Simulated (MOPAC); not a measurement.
## GeBH₅O₃: frequency calculation (part 1 of 3)

The run: frequency calculation of GeBH₅O₃. Method and program: PM6-DH+, closed shell, dispersion DH+ (MOPAC 23.2.5).

The geometry was optimised with PM6-DH+.

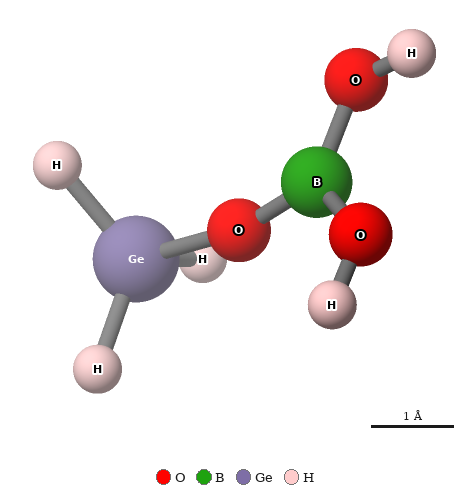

Fig. 1: The structure (ball-and-stick view, seen at a tilt). Sticks mark near contacts. Bond lengths as drawn: B–O 1.33 to 1.39 Å, Ge–H 1.51 Å, Ge–O 1.82 Å and H–O 0.95 Å.

Input file (run.mop)
```
PM6-DH+ SINGLET FORCE THERMO(298,398,100) AUX(PRECISION=6) T=10M THREADS=1
BGeH5O3, PM6-DH+

O     -1.052764 1    -0.457004 1    -1.759001 1
B      0.148571 1    -0.201865 1    -1.128789 1
O      1.298069 1    -0.216973 1    -1.910062 1
O      0.223757 1     0.051764 1     0.179715 1
Ge    -0.200844 1     0.331636 1     1.932101 1
H     -0.989079 1    -0.625392 1    -2.696095 1
H      2.113719 1    -0.039030 1    -1.456846 1
H     -1.167007 1     1.491420 1     1.848565 1
H     -0.791181 1    -1.000759 1     2.334240 1
H      1.173689 1     0.645129 1     2.477408 1
```

Machine: 1 thread of Arm Neoverse V1, 24 GiB of memory available, shared host.

Command:
```bash
mopac run.mop
```

Log
```
MOPAC v23.2.5
PM6-DH+ CALCULATION RESULTS

 *  PM6-DH+    - CORRECT DISPERSION AND HYDROGEN BOND TERMS USING PM6-DH+
 *  SINGLET    - SPIN STATE DEFINED AS A SINGLET
 *  FORCE      - FORCE CALCULATION SPECIFIED
 *  THREADS=1  - MULTI-THREADING NOT USED
 *  AUX        - OUTPUT AUXILIARY INFORMATION
 *  THERMO     - THERMODYNAMIC QUANTITIES TO BE CALCULATED
PM6-DH+ SINGLET FORCE THERMO(298,398,100) AUX(PRECISION=6) T=10M THREADS=1
 BGeH5O3, PM6-DH+

   ATOM   CHEMICAL          X               Y               Z
  NUMBER   SYMBOL      (ANGSTROMS)     (ANGSTROMS)     (ANGSTROMS)

     1       O         -1.05276400  *  -0.45700400  *  -1.75900100  *
     2       B          0.14857100  *  -0.20186500  *  -1.12878900  *
     3       O          1.29806900  *  -0.21697300  *  -1.91006200  *
     4       O          0.22375700  *   0.05176400  *   0.17971500  *
     5      Ge         -0.20084400  *   0.33163600  *   1.93210100  *
     6       H         -0.98907900  *  -0.62539200  *  -2.69609500  *
     7       H          2.11371900  *  -0.03903000  *  -1.45684600  *
     8       H         -1.16700700  *   1.49142000  *   1.84856500  *
     9       H         -0.79118100  *  -1.00075900  *   2.33424000  *
    10       H          1.17368900  *   0.64512900  *   2.47740800  *

          CARTESIAN COORDINATES

    NO.       ATOM           X           Y           Z

     1         O         -1.0528     -0.4570     -1.7590
     2         B          0.1486     -0.2019     -1.1288
     3         O          1.2981     -0.2170     -1.9101
     4         O          0.2238      0.0518      0.1797
     5        Ge         -0.2008      0.3316      1.9321
     6         H         -0.9891     -0.6254     -2.6961
     7         H          2.1137     -0.0390     -1.4568
     8         H         -1.1670      1.4914      1.8486
     9         H         -0.7912     -1.0008      2.3342
    10         H          1.1737      0.6451      2.4774

 "Third-Generation Hydrogen-Bonding Corrections for Semiempirical QM Methods and Force Fields"

           Empirical Formula: H5 O3 B Ge  =    10 atoms

      MOLECULAR POINT GROUP   :   Cs

 SINGLET STATE CALCULATION

      RHF CALCULATION, NO. OF DOUBLY OCCUPIED LEVELS = 15

          *********************************************
          *                                           *
          *                 WARNING                   *
          *                                           *
          *********************************************

          Dispersion parameters missing for Germanium

          *********************************************
          *                                           *
          *              END OF WARNING               *
          *                                           *
          *********************************************

          HEAT OF FORMATION =    -203.137457 KCALS/MOLE

          CARTESIAN COORDINATE DERIVATIVES

   NUMBER  ATOM         X            Y            Z

     1       O      0.002577     0.003220     0.001897
     2       B      0.000260     0.000458    -0.000493
     3       O     -0.000463    -0.004316     0.002283
     4       O     -0.000124     0.003416    -0.005987
     5      Ge      0.003999     0.000730     0.003267
     6       H     -0.001051    -0.001078    -0.002899
     7       H     -0.001142    -0.000629     0.000039
     8       H      0.000103    -0.005010     0.002258
     9       H     -0.001605     0.002536     0.000883
    10       H     -0.002552     0.000675    -0.001248

 DIPOLE           X         Y         Z       TOTAL
 POINT-CHG.     2.090    -3.545     0.000     4.115
 HYBRID         0.045     0.707    -0.000     0.708
 SUM            2.135    -2.838    -0.000     3.551

          GRADIENT NORM =   0.01345

          MOLECULAR WEIGHT =  136.44

          ROTATIONAL CONSTANTS IN CM(-1)

          A =    0.29541697   B =    0.04258232   C =    0.03777137

           PRINCIPAL MOMENTS OF INERTIA IN UNITS OF 10**(-40)*GRAM-CM**2

          A =       94.7567   B =      657.3797   C =      741.1103

          ORIENTATION OF MOLECULE IN FORCE CALCULATION

    NO.       ATOM         X         Y         Z

     1          O      -2.0380    1.5809   -0.0001
     2          B      -0.6576    1.5809   -0.0001
     3          O      -0.0167    2.8142   -0.0001
     4          O       0.0521    0.4502   -0.0001
     5         Ge       0.5344   -1.3096    0.0001
     6          H      -2.4415    2.4456   -0.0003
     7          H       0.9330    2.7917   -0.0001
     8          H      -0.1303   -1.8260    1.2559
     9          H      -0.0421   -1.7987   -1.3091
    10          H       2.0375   -1.1589    0.0533

    FIRST DERIVATIVES WILL BE USED IN THE CALCULATION OF SECOND DERIVATIVES

          ESTIMATED TIME TO COMPLETE CALCULATION =        0.23 SECONDS

    FOR POINT-GROUP Cs   THERE ARE   2 UNIQUE SYMMETRY FUNCTIONS.

 STEP:   1 TIME =     0.00 SECS, INTEGRAL =      0.00 TIME LEFT:    599.99
 STEP:   2 TIME =     0.00 SECS, INTEGRAL =      0.01 TIME LEFT:    599.99
 STEP:   3 TIME =     0.00 SECS, INTEGRAL =      0.01 TIME LEFT:    599.98
 STEP:   4 TIME =     0.00 SECS, INTEGRAL =      0.02 TIME LEFT:    599.98
 STEP:   5 TIME =     0.01 SECS, INTEGRAL =      0.02 TIME LEFT:    599.97
 STEP:   6 TIME =     0.00 SECS, INTEGRAL =      0.03 TIME LEFT:    599.97
 STEP:   7 TIME =     0.00 SECS, INTEGRAL =      0.03 TIME LEFT:    599.96
 STEP:   8 TIME =     0.00 SECS, INTEGRAL =      0.04 TIME LEFT:    599.96
 STEP:   9 TIME =     0.00 SECS, INTEGRAL =      0.04 TIME LEFT:    599.96
 STEP:  10 TIME =     0.00 SECS, INTEGRAL =      0.04 TIME LEFT:    599.95
 STEP:  11 TIME =     0.00 SECS, INTEGRAL =      0.05 TIME LEFT:    599.95
 STEP:  12 TIME =     0.00 SECS, INTEGRAL =      0.05 TIME LEFT:    599.95
 STEP:  13 TIME =     0.00 SECS, INTEGRAL =      0.05 TIME LEFT:    599.94
 STEP:  14 TIME =     0.00 SECS, INTEGRAL =      0.06 TIME LEFT:    599.94
 STEP:  15 TIME =     0.00 SECS, INTEGRAL =      0.06 TIME LEFT:    599.93
 STEP:  16 TIME =     0.00 SECS, INTEGRAL =      0.07 TIME LEFT:    599.93
 STEP:  17 TIME =     0.00 SECS, INTEGRAL =      0.07 TIME LEFT:    599.93
 STEP:  18 TIME =     0.00 SECS, INTEGRAL =      0.07 TIME LEFT:    599.92
 STEP:  19 TIME =     0.00 SECS, INTEGRAL =      0.08 TIME LEFT:    599.92
 STEP:  20 TIME =     0.00 SECS, INTEGRAL =      0.08 TIME LEFT:    599.91
 STEP:  21 TIME =     0.00 SECS, INTEGRAL =      0.09 TIME LEFT:    599.91
 STEP:  22 TIME =     0.00 SECS, INTEGRAL =      0.09 TIME LEFT:    599.91
 STEP:  23 TIME =     0.00 SECS, INTEGRAL =      0.09 TIME LEFT:    599.90
 STEP:  24 TIME =     0.00 SECS, INTEGRAL =      0.10 TIME LEFT:    599.90
 STEP:  25                       INTEGRAL =      0.10 TIME LEFT:    599.90
 STEP:  26                       INTEGRAL =      0.10 TIME LEFT:    599.90
 STEP:  27                       INTEGRAL =      0.10 TIME LEFT:    599.90
 STEP:  28 TIME =     0.00 SECS, INTEGRAL =      0.10 TIME LEFT:    599.89
 STEP:  29 TIME =     0.00 SECS, INTEGRAL =      0.11 TIME LEFT:    599.89
 STEP:  30 TIME =     0.00 SECS, INTEGRAL =      0.11 TIME LEFT:    599.89

(To convert to Hartree/Bohr^2, multiply by (10^(-21) x N x a0^2)/(4.184 x 627.51) =  0.0642)

           FORCE MATRIX IN MILLIDYNES/ANGSTROM

                  O  1       B  2       O  3       O  4      Ge  5       H  6
 ------------------------------------------------------------------------------
     O    1   7.534659
     B    2   4.799431  13.298755
     O    3   0.843273   4.532873   7.398230
     O    4   0.874532   5.553690   0.999783   9.659443
    Ge    5   0.127136   0.999806   0.111949   2.298388   7.638188
     H    6   2.952234   0.860512   0.089995   0.079573   0.027761   3.528066
     H    7   0.092967   0.820428   2.952311   0.139059   0.038848   0.019871
     H    8   0.004581   0.042977   0.016459   0.238204   2.830689   0.003330
     H    9   0.004717   0.042351   0.016187   0.239079   2.830980   0.003105
     H   10   0.013774   0.016209   0.007087   0.235888   2.835131   0.002576

                  H  7       H  8       H  9       H 10
 ------------------------------------------------------
     H    7   3.522647
     H    8   0.004535   3.190691
     H    9   0.004467   0.226778   3.190691
     H   10   0.003387   0.226836   0.226591   3.198562

          HEAT OF FORMATION =    -203.137457 KCALS/MOLE

          ZERO POINT ENERGY      33.753 KCAL/MOL

         NOTE: SYSTEM IS NOT A GROUND STATE, THEREFORE ZERO POINT
         ENERGY IS NOT MEANINGFULL. ZERO POINT ENERGY PRINTED
         DOES NOT INCLUDE THE  1 IMAGINARY FREQUENCIES

           NORMAL COORDINATE ANALYSIS (Total motion = 1 Angstrom)

   Root No.       1         2         3         4         5         6         7         8

                 1 A"      1 A'      2 A"      2 A'      3 A'      3 A"      4 A"      4 A'

                -240.0      51.3     101.9     269.7     373.2     448.4     454.1     496.4

           1   -0.0000    0.0414    0.0001   -0.0185   -0.0697   -0.0000    0.0000    0.0774
           2   -0.0000   -0.1023    0.0001   -0.1133    0.0669   -0.0000    0.0000    0.0185
           3    0.0339   -0.0000   -0.0216    0.0000   -0.0000    0.0390   -0.0419    0.0001
           4   -0.0000    0.0420    0.0001   -0.0276   -0.0597   -0.0000    0.0000    0.0609
           5   -0.0000    0.0051    0.0000   -0.0094   -0.0507   -0.0000    0.0000   -0.1015
           6   -0.0006   -0.0000    0.0441    0.0000   -0.0000   -0.0661   -0.0639    0.0000
           7   -0.0000   -0.0450    0.0001    0.1220   -0.0116   -0.0000    0.0000   -0.0658
           8   -0.0000    0.0476   -0.0000   -0.0923   -0.0798   -0.0000    0.0000   -0.0775
           9   -0.0210   -0.0001   -0.0929    0.0000   -0.0001   -0.0417    0.0002   -0.0000
          10   -0.0000    0.1224    0.0000   -0.0144    0.1079   -0.0000    0.0000    0.0102
          11   -0.0000    0.0508    0.0000    0.0015    0.0437    0.0000    0.0000   -0.0981
          12   -0.0138   -0.0000    0.2047   -0.0000   -0.0000    0.0056    0.0303    0.0000
          13    0.0000   -0.0286   -0.0001   -0.0151    0.0038    0.0000   -0.0000   -0.0165
          14    0.0000    0.0004   -0.0000    0.0513    0.0006    0.0000   -0.0000    0.0472
          15    0.0006    0.0000   -0.0215   -0.0000    0.0000   -0.0008    0.0015   -0.0000
          16   -0.0000   -0.0313    0.0001   -0.1241    0.0713   -0.0000    0.0000    0.2090
          17   -0.0000   -0.1375    0.0001   -0.1708    0.1476   -0.0000    0.0001    0.0929
          18    0.0392   -0.0001   -0.1260    0.0000   -0.0001   -0.0388    0.7670    0.0001
          19   -0.0000   -0.0419    0.0001    0.1292   -0.0080   -0.0000    0.0000   -0.0860
          20    0.0000    0.1094   -0.0001   -0.2885   -0.1464    0.0000   -0.0000    0.1850
          21   -0.0436   -0.0001   -0.0375    0.0000   -0.0001    0.7469    0.0138   -0.0001
          22   -0.2562   -0.0948    0.0131   -0.0106   -0.0655   -0.0071    0.0095    0.0343
          23   -0.0297    0.0680   -0.2014    0.0324    0.0665    0.0284   -0.0374   -0.0436
          24   -0.1390   -0.0058   -0.0949   -0.0031   -0.0065    0.0075   -0.0093   -0.0058
          25    0.2562   -0.0948   -0.0132   -0.0106   -0.0655    0.0072   -0.0095    0.0342
          26    0.0297    0.0679    0.2014    0.0324    0.0665   -0.0284    0.0374   -0.0436
          27   -0.1390    0.0058   -0.0950    0.0031    0.0066    0.0075   -0.0093    0.0058
          28    0.0000   -0.0177   -0.0000   -0.0125    0.0130    0.0000   -0.0000   -0.0045
          29    0.0001   -0.1278   -0.0001    0.0375   -0.1259    0.0000   -0.0000   -0.0059
          30    0.2613    0.0001   -0.0057   -0.0000    0.0001    0.0006   -0.0021   -0.0000

   Root No.       9        10        11        12        13        14        15        16

                 5 A"      5 A'      6 A"      6 A'      7 A'      7 A"      8 A'      9 A'

                 523.2     533.9     553.9     737.1     766.5     770.8     844.2     871.4
```
